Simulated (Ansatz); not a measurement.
Cu: response to strain

Start from Cu in the fcc (Cu type) structure (space group Fm-3m, No. 225; a = 3.577 Å; relaxed with 0.1 eV smearing). Axes: x, y, z lie along the cube axes.

Strains are applied to the cell and any free atomic positions relax; under biaxial strain the out-of-plane vector relaxes too.

The values are results of r2SCAN (Ansatz, a quantum-chemistry and plane-wave program; PAW; 500 eV plane waves; no SOC), not measurements.

Notes on the quantities. energy relative to the base: free energy F.

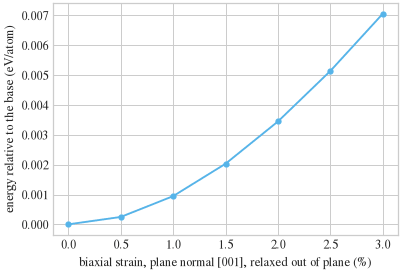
Energy relative to the base against biaxial strain, plane normal [001], relaxed out of plane

```tsv
biaxial strain, plane normal [001], relaxed out of plane (%)	energy relative to the base
0.5	+0.2 meV/atom
1	+0.9 meV/atom
1.5	+2.0 meV/atom
2	+3.4 meV/atom
2.5	+5.1 meV/atom
3	+7.1 meV/atom
```

No phonon test of stability was made. All final runs are without spin polarisation.
